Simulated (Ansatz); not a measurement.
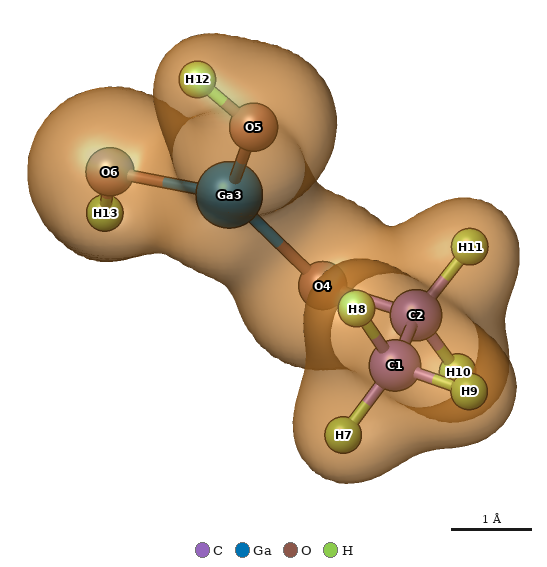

C₂H₇GaO₃ (SMILES CC[O][Ga]([OH])[OH]). Isosurface of the electron density at 0.2 e/Å³ (orange), seen at an oblique angle.

Geometry: PBE0-D4/def2-SVP.

The calculation used isolated molecule in a Gaussian basis; Kohn-Sham density functional theory, functional PBE0 (Ansatz).

```xyz
13

C    -0.1405   -1.9850   -1.8927
C     0.4619   -0.5943   -1.8950
Ga   -1.4228    0.4796   -0.1105
O    -0.4811    0.4110   -1.6110
O    -1.1313   -0.6766    1.2047
O    -2.6701    1.7274    0.0699
H    -0.9701   -2.0470   -2.6144
H    -0.5250   -2.2420   -0.8915
H     0.6104   -2.7423   -2.1673
H     0.8806   -0.3688   -2.8918
H     1.3092   -0.5558   -1.1830
H    -1.6976   -0.5278    1.9694
H    -2.7481    2.2938   -0.7052
```

Q: Which contacts does the surface bridge?

A: At this value the surface is in one piece. It bridges the sampled C–O (1.41 Å), C–C (1.52 Å), Ga–O (1.77 Å) and O–H (0.96 Å) contacts, where the density stays above the isovalue. On the grid the lowest density along these lines, outside the cores, is 1.7 e/Å³ (C–O, 1.41 Å), 1.7 e/Å³ (C–C, 1.52 Å), 0.89 e/Å³ (Ga–O, 1.77 Å) and 2.4 e/Å³ (O–H, 0.96 Å).
